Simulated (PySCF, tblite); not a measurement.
# C4H4F2S: dynamics, then NMR shifts on frames, part 1 of 2

Aim: move C4H4F2S (`FC(F)CC=C=S`) away from its starting geometry and see how NMR shifts follow the geometry.

Computed with tblite 0.8.0 and PySCF 2.14.0, with density-fitted response routines of our own, on a single molecule in the gas phase. Atoms are numbered from 0 throughout.

## (1) The molecule as given

11 atoms, charge 0, multiplicity 1; geometry from: GFN2-xTB.

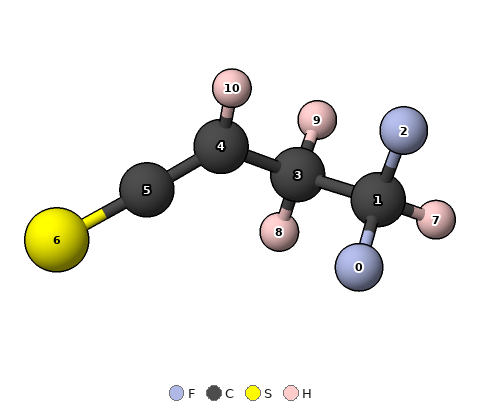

The starting geometry (fluorine light blue, carbon dark grey, sulfur yellow, hydrogen pink), atoms numbered.

## (2) Dynamics with GFN2-xTB

What the job is given:

```
{"job": {"kind": "md", "xc": "GFN2-xTB", "basis": "xTB", "temperature": 400, "steps": 2000, "every": 50, "frames": 5}, "charge": 0, "multiplicity": 1}
F     -0.678093     1.850246    -0.202188
C     -1.290696     0.648221    -0.104947
F     -1.679612     0.523165     1.187287
C     -0.348464    -0.486186    -0.501208
C      0.867543    -0.506602     0.386848
C      2.075996    -0.257763    -0.017636
S      3.531235    -0.004188    -0.503457
H     -2.201461     0.686121    -0.724285
H     -0.059517    -0.343237    -1.542258
H     -0.898842    -1.424840    -0.403370
H      0.687337    -0.682267     1.439171
```

With the program's defaults for keys left out, this is: GFN2-xTB Langevin dynamics, gas phase.

The run is started by

```bash
OMP_NUM_THREADS=1 python probes_run.py task.json out
```

The driver reads the jobs from task.json and runs them one after another.

What it wrote:

```text
t/fs     T/K      E/eV
    0.0   350.9   -632.89151
   25.0   179.9   -632.63815
   50.0   245.9   -632.66440
   75.0   166.7   -632.62371
  100.0   230.1   -632.72216
  125.0   243.1   -632.66949
  150.0   275.8   -632.54906
  175.0   342.7   -632.57797
  200.0   336.2   -632.44735
  225.0   428.6   -632.47035
  250.0   313.3   -632.47305
  275.0   353.8   -632.53488
  300.0   504.7   -632.74035
  325.0   513.2   -632.57325
  350.0   407.2   -632.42290
  375.0   457.3   -632.34539
  400.0   480.3   -632.39108
  425.0   331.8   -632.47877
  450.0   307.6   -632.39715
  475.0   378.0   -632.45496
  500.0   286.3   -632.32180
  525.0   596.4   -632.63873
  550.0   346.6   -632.51028
  575.0   418.1   -632.47209
  600.0   448.6   -632.48990
  625.0   507.8   -632.42584
  650.0   364.1   -632.23057
  675.0   414.6   -632.38298
  700.0   404.8   -632.50747
  725.0   355.7   -632.39456
  750.0   437.3   -632.47711
  775.0   545.0   -632.59137
  800.0   313.3   -632.31203
  825.0   391.1   -632.34738
  850.0   470.4   -632.51236
  875.0   582.3   -632.65524
  900.0   303.2   -632.52126
  925.0   339.0   -632.61583
  950.0   289.5   -632.50186
  975.0   326.4   -632.44055
 1000.0   353.8   -632.51560
```

Wall time 15 s (1 thread of Arm Neoverse N1, shared host); peak memory 0.18 GiB.

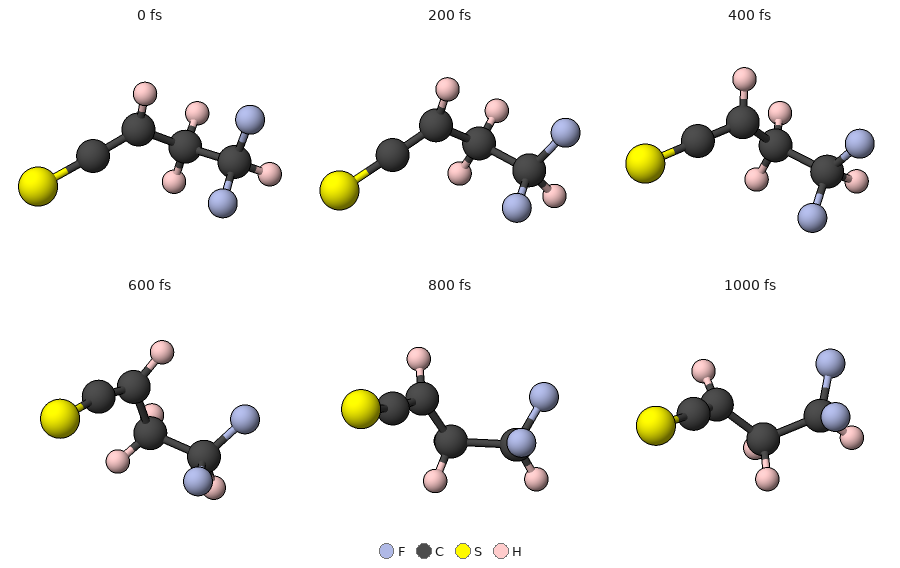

Frames of the run.

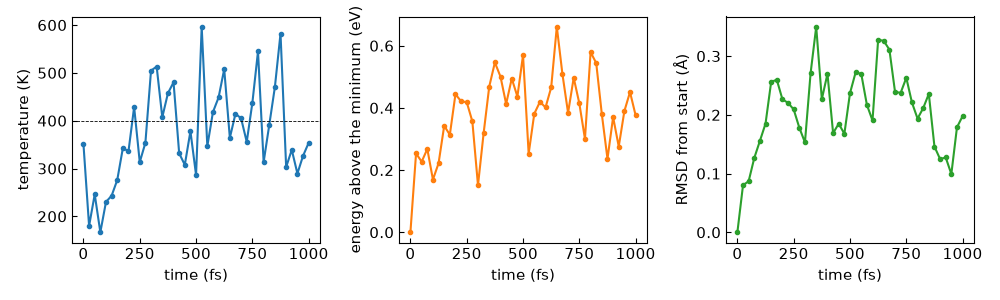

Temperature, potential energy and distance from the start.

Positions (Å) and forces (eV/Å) at 1000 fs:

```xyz
11

F    -1.570    0.588    0.192   -0.106    0.338    0.205
C    -1.474   -0.379   -0.736   -1.033   -0.246   -0.254
F    -2.000   -1.486   -0.131    0.857   -0.251    0.047
C    -0.042   -0.413   -1.270    0.225    0.790   -0.336
C     1.035   -0.936   -0.312   -1.751   -1.093   -1.374
C     1.845   -0.189    0.324    3.153    1.997    1.863
S     3.046    0.629    1.028   -2.000   -1.197   -1.024
H    -2.253   -0.202   -1.531    0.722    0.409    0.142
H     0.143    0.706   -1.506   -0.049   -1.726    0.188
H    -0.027   -1.016   -2.199    0.075    0.386    0.439
H     1.089   -2.033   -0.228   -0.092    0.595    0.104
```

## (3) Shielding tensors: 250 fs, PBE0/pcSseg-1

What the job is given:

```
{"job": {"kind": "nmr", "xc": "PBE0", "basis": "pcSseg-1", "pop": false}, "charge": 0, "multiplicity": 1}
F     -0.759500     1.240400    -0.518400
C     -1.398300     0.001700    -0.333800
F     -2.254400     0.093100     0.651700
C     -0.439800    -1.197200    -0.205800
C      0.598300    -0.938600     0.878400
C      1.811600    -0.688700     0.582400
S      3.168100    -0.299400    -0.022400
H     -1.926900     0.022500    -1.274600
H     -0.002000    -1.292700    -1.142800
H     -1.107400    -2.077000    -0.000500
H      0.123900    -0.875200     1.864900
```

Level: GIAO PBE0/pcSseg-1 NMR shielding, non-relativistic, gas phase.

What it wrote:

```text
coarse grid: 10624 points
cycle   1  E = -751.9432809192  dE =  1.084e+00  |g| = 6.726e-01  |ddm| = 3.191e+00
cycle   2  E = -751.8753448437  dE =  6.794e-02  |g| = 9.701e-01  |ddm| = 9.740e-01
cycle   3  E = -752.0207808403  dE = -1.454e-01  |g| = 6.196e-02  |ddm| = 5.722e-01
cycle   4  E = -752.0213117702  dE = -5.309e-04  |g| = 3.433e-02  |ddm| = 6.744e-02
cycle   5  E = -752.0214954852  dE = -1.837e-04  |g| = 1.035e-02  |ddm| = 3.132e-02
cycle   6  E = -752.0215181603  dE = -2.268e-05  |g| = 4.608e-03  |ddm| = 1.514e-02
cycle   7  E = -752.0215236599  dE = -5.500e-06  |g| = 1.464e-03  |ddm| = 5.754e-03
final grid: 101280 points
cycle   8  E = -752.0791022163  dE = -3.170e-05  |g| = 8.111e-03  |ddm| = 2.284e-02
cycle   9  E = -752.0790653586  dE =  3.686e-05  |g| = 1.434e-02  |ddm| = 1.874e-02
cycle  10  E = -752.0791165685  dE = -5.121e-05  |g| = 1.757e-03  |ddm| = 1.419e-02
cycle  11  E = -752.0791174325  dE = -8.640e-07  |g| = 4.763e-04  |ddm| = 2.100e-03
cycle  12  E = -752.0791174722  dE = -3.967e-08  |g| = 1.349e-04  |ddm| = 4.072e-04
cycle  13  E = -752.0791174754  dE = -3.201e-09  |g| = 4.598e-05  |ddm| = 1.178e-04
cycle  14  E = -752.0791174758  dE = -4.491e-10  |g| = 1.558e-05  |ddm| = 4.883e-05
converged SCF energy = -752.0791174758

GIAO shielding tensors (ppm)
atom      isotropic    diamagn.    paramagn.     s11        s22        s33       span
  0 F      292.775     477.641    -184.866    168.239    330.300    379.785    211.546
  1 C       66.543     236.066    -169.523     39.913     72.993     86.724     46.811
  2 F      319.023     472.316    -153.293    218.442    312.505    426.124    207.682
  3 C      148.264     250.476    -102.212    133.613    148.774    162.406     28.793
  4 C      128.633     260.348    -131.715     44.100    158.108    183.692    139.592
  5 C      -69.657     265.611    -335.267   -189.159    -51.464     31.652    220.811
  6 S      151.474    1057.759    -906.285   -268.210     85.889    636.744    904.954
  7 H       25.383      28.647      -3.263     22.334     24.546     29.270      6.936
  8 H       30.560      32.545      -1.985     27.311     29.412     34.958      7.647
  9 H       28.517      28.270       0.247     24.251     26.816     34.483     10.231
 10 H       26.905      29.151      -2.246     23.027     28.286     29.403      6.376
```

It took 22 s on 1 thread of Arm Neoverse N1, shared host; peak memory 0.7 GiB.

Shifts follow as δ = σ(reference) − σ, with reference shieldings (ppm) from runs at the same level and on the same kind of geometry: ¹H TMS 31.72, ¹³C TMS 186.9, ¹⁹F CFCl3 170.9, ³³S CS2 504. The references are single molecules in the gas phase, so shifts against H2O, NH3, PH3, H3PO4 or CFCl3 are not on the usual liquid scales and can be off by tens of ppm. Each atom is listed at this fixed geometry, with no averaging over motion; a spectrum would average atoms that exchange fast.

```
atoms                          environment  σ (ppm)  δ (ppm)
   C5                      cumulene carbon    -69.7    256.6
   C1                 sp3 CH bonded to 2 F     66.5    120.4
   C4                            alkene CH    128.6     58.3
   C3                      allylic sp3 CH2    148.3     38.7
   H7  hydrogen on an sp3 CH bonded to 2 F    25.38     6.33
  H10             hydrogen on an alkene CH    26.91     4.81
   H9       hydrogen on an allylic sp3 CH2    28.52     3.20
   H8       hydrogen on an allylic sp3 CH2    30.56     1.16
   F0              fluorine of a CF2 group    292.8   -121.8
   F2              fluorine of a CF2 group    319.0   -148.1
   S6                        thione sulfur      151      352
```

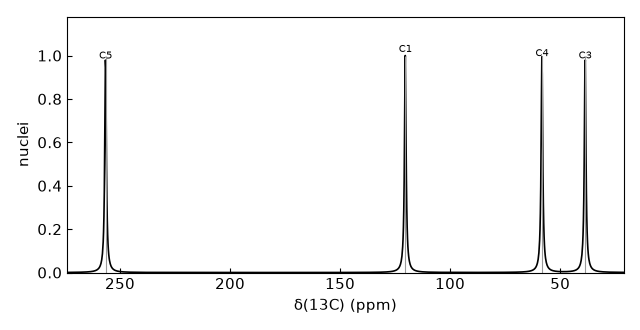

¹³C lines at the computed shifts, without couplings. Lines are broadened to a width of 0.87 ppm (Lorentzian).

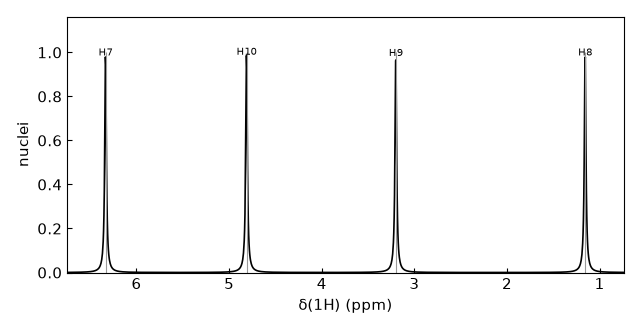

¹H lines at the computed shifts, without couplings. Lines are broadened to a width of 0.02 ppm (Lorentzian).

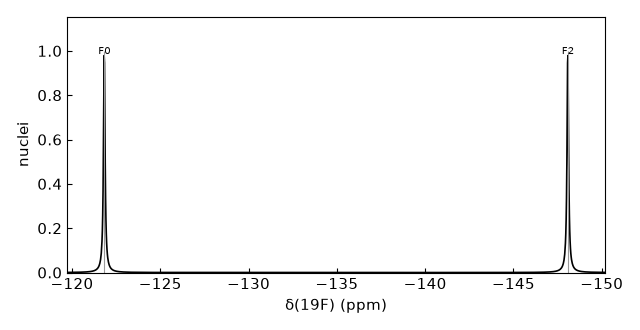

¹⁹F lines at the computed shifts, without couplings. Lines are broadened to a width of 0.10 ppm (Lorentzian).

## (4) Nuclear shieldings: 425 fs, PBE0/pcSseg-1

What the job is given:

```
{"job": {"kind": "nmr", "xc": "PBE0", "basis": "pcSseg-1", "pop": false}, "charge": 0, "multiplicity": 1}
F     -0.550400     0.773000    -0.737700
C     -1.187700    -0.369300    -0.468800
F     -1.866300    -0.251200     0.769400
C     -0.142900    -1.461200    -0.349100
C      0.650800    -1.414000     0.957700
C      1.836800    -0.895700     1.013200
S      3.377900    -0.550800     0.999600
H     -2.074100    -0.623500    -1.167500
H      0.558100    -1.420400    -1.231100
H     -0.582700    -2.442200    -0.384200
H      0.071800    -1.302300     1.813500
```

Method: GIAO PBE0/pcSseg-1 NMR shielding, non-relativistic, gas phase.

What it wrote:

```text
coarse grid: 10624 points
cycle   1  E = -751.9358040954  dE =  9.361e-01  |g| = 7.021e-01  |ddm| = 3.134e+00
cycle   2  E = -751.8418827517  dE =  9.392e-02  |g| = 1.060e+00  |ddm| = 9.949e-01
cycle   3  E = -752.0225131476  dE = -1.806e-01  |g| = 6.741e-02  |ddm| = 6.110e-01
cycle   4  E = -752.0228823062  dE = -3.692e-04  |g| = 5.290e-02  |ddm| = 1.179e-01
cycle   5  E = -752.0235054480  dE = -6.231e-04  |g| = 1.633e-02  |ddm| = 6.308e-02
cycle   6  E = -752.0235734605  dE = -6.801e-05  |g| = 5.381e-03  |ddm| = 2.175e-02
cycle   7  E = -752.0235795627  dE = -6.102e-06  |g| = 1.658e-03  |ddm| = 5.891e-03
final grid: 101280 points
cycle   8  E = -752.0814100801  dE = -3.242e-05  |g| = 8.167e-03  |ddm| = 2.676e-02
cycle   9  E = -752.0813643756  dE =  4.570e-05  |g| = 1.540e-02  |ddm| = 2.115e-02
cycle  10  E = -752.0814250364  dE = -6.066e-05  |g| = 1.861e-03  |ddm| = 1.635e-02
cycle  11  E = -752.0814260056  dE = -9.692e-07  |g| = 4.578e-04  |ddm| = 2.343e-03
cycle  12  E = -752.0814260388  dE = -3.321e-08  |g| = 1.166e-04  |ddm| = 3.762e-04
cycle  13  E = -752.0814260407  dE = -1.927e-09  |g| = 3.627e-05  |ddm| = 9.697e-05
cycle  14  E = -752.0814260410  dE = -3.113e-10  |g| = 1.026e-05  |ddm| = 3.998e-05
converged SCF energy = -752.0814260410

GIAO shielding tensors (ppm)
atom      isotropic    diamagn.    paramagn.     s11        s22        s33       span
  0 F      294.992     476.047    -181.055    189.806    303.964    391.207    201.400
  1 C       61.148     235.239    -174.091     40.153     63.870     79.423     39.269
  2 F      289.924     475.886    -185.962    168.749    323.203    377.821    209.072
  3 C      149.973     249.817     -99.845    134.962    140.041    174.916     39.954
  4 C      128.497     260.124    -131.627     26.637    155.024    203.831    177.193
  5 C      -81.943     264.276    -346.220   -216.517    -77.371     48.057    264.574
  6 S      165.346    1056.163    -890.816   -134.598     68.358    562.278    696.876
  7 H       24.156      25.587      -1.432     20.947     22.736     28.784      7.837
  8 H       28.465      29.465      -1.001     25.487     26.702     33.205      7.718
  9 H       29.193      29.176       0.017     24.069     28.081     35.430     11.361
 10 H       27.275      30.933      -3.658     24.627     27.081     30.118      5.491
```

Wall time 22 s (1 thread of Arm Neoverse N1, shared host); peak memory 0.72 GiB.

In short: δ C5 268.9, C1 125.8, C4 58.4, C3 37.0, H7 7.56, H10 4.44 ppm.

(Continued in part 2 of 2.)
